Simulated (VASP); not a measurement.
Band structure of KCl (rock salt). All values below come from SCAN meta-GGA, VASP's PBE PAW potentials (set 64) (plane waves; VASP).

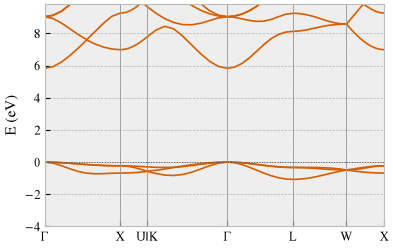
Figure. Bands along high-symmetry lines, zero at the valence-band maximum or, without a gap, the Fermi level

Read the plot: is there a gap, and where are the band edges?

The gap is direct, 5.83 eV, from the valence maximum at Γ to the conduction minimum at Γ.

Measured: gap 8.50 eV (computed value off by -2.67 eV), as given by David Koller et al., Journal of Physics Condensed Matter (2013), arXiv:1304.4470.

The compound is KCl in the rock salt structure. It was relaxed first.
